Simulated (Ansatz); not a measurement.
# CH7NSSi2: the cost of one run

Method: RKS r2SCAN-D4/def2-SVP, in Ansatz 0.2.0.

## Step 1: The structure to begin with

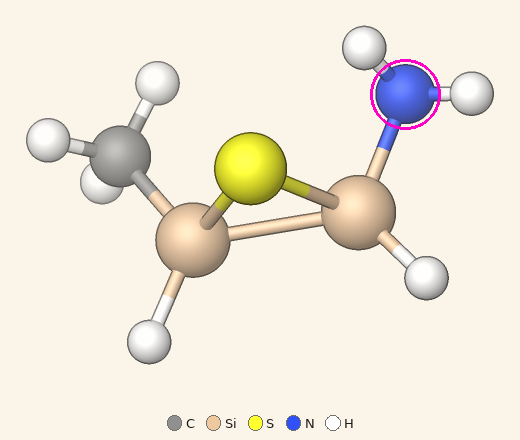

Start, viewed from a chosen angle; carbon grey, silicon light orange, sulfur yellow, nitrogen blue, hydrogen white. Ringed: N5.

Structure file:

```xyz
12

C    -1.3098   -0.9936    1.2203
Si    0.1591    0.0451    1.2456
S    -0.0792    1.8041    0.0275
Si    1.3690    0.2911   -0.6608
N     0.6106   -0.0113   -2.1970
H    -1.1932   -1.9291    1.6305
H    -2.1318   -0.4804    1.7965
H    -1.7061   -1.0763    0.1875
H     0.7779    0.3986    2.6031
H     2.6230    0.9254   -0.7519
H     1.1929    0.4227   -2.8666
H    -0.2355    0.5487   -2.2007
```

## Step 2: Relaxing end A

Input file input.yaml:

```yaml
crystal:
  periodic: [false, false, false]
  atoms:
    - { symbol: C, position_ang: [-1.3098, -0.9936, 1.2203] }
    - { symbol: Si, position_ang: [0.1591, 0.0451, 1.2456] }
    - { symbol: S, position_ang: [-0.0792, 1.8041, 0.0275] }
    - { symbol: Si, position_ang: [1.369, 0.2911, -0.6608] }
    - { symbol: "N", position_ang: [0.6106, -0.0113, -2.197] }
    - { symbol: H, position_ang: [-1.1932, -1.9291, 1.6305] }
    - { symbol: H, position_ang: [-2.1318, -0.4804, 1.7965] }
    - { symbol: H, position_ang: [-1.7061, -1.0763, 0.1875] }
    - { symbol: H, position_ang: [0.7779, 0.3986, 2.6031] }
    - { symbol: H, position_ang: [2.623, 0.9254, -0.7519] }
    - { symbol: H, position_ang: [1.1929, 0.4227, -2.8666] }
    - { symbol: H, position_ang: [-0.2355, 0.5487, -2.2007] }
basis:
  gaussian: { orbitals: def2-SVP }
hamiltonian:
  xc: r2scan
  dispersion: d4
relax:
  f_tol: 0.015
  max_steps: 40
```

The run is started by

```sh
> ansatz run input.yaml --threads 2 --pin off --max-ram 3072MiB --backend cpu --events-out ev --progress --plain --runs-dir out
```

**Question.** How long does this run take on 2 threads of Intel Xeon Platinum 8488C (Sapphire Rapids), shared host, and how much memory does it need?

About 33 s, with a peak of 0.2 GiB.
